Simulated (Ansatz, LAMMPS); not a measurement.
# Amorphous 75SiO2-25TiO2 (mol %) (96 atoms), relaxed: mesh and functional compared

Which bonds does the relaxation leave, and how do the Kohn-Sham gap, forces and pressure change with k-mesh and functional?

Calculated with Ansatz 0.2.0: Kohn-Sham DFT, PBE, PAW (set soft_2), plane waves; cutoff 420 eV, Γ point, fermi-dirac smearing of 0.025 eV.

**The cell**

Density at the start: 2.49 g/cm³. The cell holds 96 atoms: 24 Si, 8 Ti and 64 O. Cell: a = 11.153 Å, b = 11.153 Å, c = 11.153 Å, α = 90.0°, β = 90.0°, γ = 90.0°. 96 atoms (24 Si, 8 Ti, 64 O) placed at random at 2.49 g/cm³, melted at 5000 K for 10 ps at fixed volume with the Morse and Coulomb pair potential with partial charges (Pedone, Malavasi, Menziani, Cormack and Segre, J. Phys. Chem. B 110, 11780 (2006)). Quenched from 5000 K to 300 K at 50 K/ps and fixed volume, held 5 ps, then minimised at fixed cell.

Cell and atoms were relaxed with PBE. The walk converged after 17 steps by the program's count, with a largest force component of 0.0299 eV/Å; it began at an r.m.s. force component of 0.83 eV/Å. The edges went from 11.153, 11.153, 11.153 to 11.464, 11.057, 11.190 Å, and the volume from 14.451 to 14.696 Å³ an atom (+1.7 %).

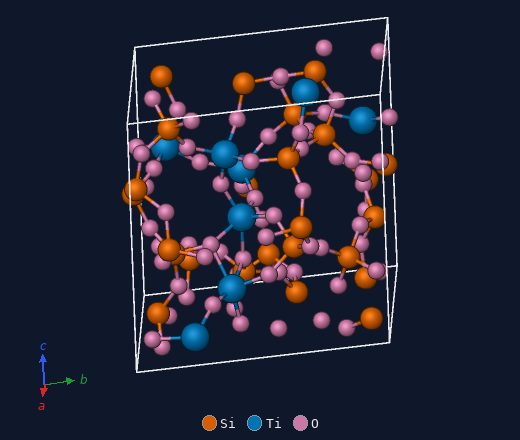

The relaxed cell. Bonds to atoms that aren't drawn are left out. Some periodic images of atoms are drawn too.

The input of the reference single point:

```yaml
crystal:
  lattice:
    - [11.46322, 0.12323, -0.05547]
    - [0.12323, 11.04182, 0.55911]
    - [-0.05547, 0.55911, 11.17576]
  atoms:
    - { symbol: Si, position: [0.53349, 0.83335, 0.22004] }
    - { symbol: Si, position: [0.98801, 0.93265, 0.1019] }
    - { symbol: Si, position: [0.30136, 0.93256, 0.29746] }
    - { symbol: Si, position: [0.78201, 0.62064, 0.72087] }
    [... 90 atom lines left out ...]
    - { symbol: O, position: [0.2538, 0.87075, 0.18286] }
    - { symbol: O, position: [0.64534, 0.16356, 0.21897] }
kpoints:
  mp_grid: { grid: [1, 1, 1] }
hamiltonian:
  xc: pbe
scf:
  occupations: { method: fermi_dirac, width: 0.025 }
output:
  forces: true
  stress: true
  populations: true
  dos:
    method: { smearing: { sigma: 0.08 } }
    de: 0.05
    projected: { site_lists: { O: [O], Si: [Si], Ti: [Ti] } }
  eigenvalues: true
  write_density: true
  write_potential: true
  volumetric_format: npy
```

**Bonds after relaxation**

Bonds by pair of elements; cutoffs follow the first minimum of g(r), held within bounds set by covalent radii, and pairs that aren't listed don't count as bonded:

```csv
pair A-B,cutoff (Å),bonds,mean length (Å),spread (Å),shortest (Å),B about A,A about B
O-Si,2.08,96,1.64,0.021,1.59,1.5,4
O-Ti,2.64,35,1.89,0.153,1.76,0.547,4.38
```

How many atoms have how many bonded neighbours:

```csv
element,mean,2,3,4,5,6
O,2.05,61,3,0,0,0
Si,4,0,0,24,0,0
Ti,4.38,0,1,4,2,1
```

**Levels of theory**

Single points at the relaxed geometry:

```
functional  k-mesh  Kohn-Sham gap (eV)  pressure (GPa)  r.m.s. force component (eV/Å)  SCF cycles     time
       PBE   1×1×1               2.177            0.00                          0.007          12     18 s
       PBE   2×2×2               2.176            0.00                          0.008          12  2.5 min
     HSE06   1×1×1               3.776           -4.87                          0.189          24  4.4 min
    r2SCAN   1×1×1               2.509           -4.33                          0.147          12     41 s
    PBEsol   1×1×1               2.184           -2.79                          0.071          13     15 s
```

The gap is that between the highest filled and lowest empty Kohn-Sham level on the run's k-points. Cutoffs: 420 eV for PBE, HSE06 and PBEsol; 500 eV for r2SCAN. Times come from shared hosts and are rough.

**Findings**

By these cutoffs 95 % of O atoms have 2, 100 % of Si atoms have 4 and 50 % of Ti atoms have 4 neighbours. The Kohn-Sham gap is 2.18 eV with PBE on the 1×1×1 mesh and 2.18 eV on 2×2×2. On the 1×1×1 mesh HSE06 changes the gap by +1.60 eV against PBE. Carrying that shift over to the 2×2×2 mesh gives 2.18 + 1.60 = 3.77 eV, an estimate that takes the shift to be alike at all k-points. On the reference's mesh the gap changes with r2SCAN by +0.33 eV and PBEsol by +0.01 eV. Against the reference the pressure changes with HSE06 by -4.9 GPa, r2SCAN by -4.3 GPa and PBEsol by -2.8 GPa; a negative change means a smaller volume than PBE would take. The denser mesh moves the energy by -0.5 meV/atom and the pressure by +0.00 GPa.

Limits: All single points share the geometry relaxed with PBE. The volume changed by +1.7 % on relaxing; in so small a cell, on this mesh and at this cutoff, the relaxed density is rough. One sample; tail or defect levels can set the gap of a disordered cell. The quench rate of 50 K/ps is many orders above laboratory rates, so the cell is likely richer in defects and strain than a real sample. The network of bonds at the start is that of the classical potential that made the cell, and needn't be the one that DFT or experiment would give. In some runs the program notes that the exchange-correlation potential is rough where the density is thin, it cut back its work space to fit the memory limit, the exchange threshold is loose for the stress and the SCF threshold is loose for the stress.

[Logs are printed without paths, hosts, clocks, repeated set-up lines and the standing remarks that a program may print on its own settings, such as how far it seeks lower states.]

[Hosts, paths, dates, database ids (printed as entryN), source tags and the programs' standing remarks are cut or masked in the printed files.]
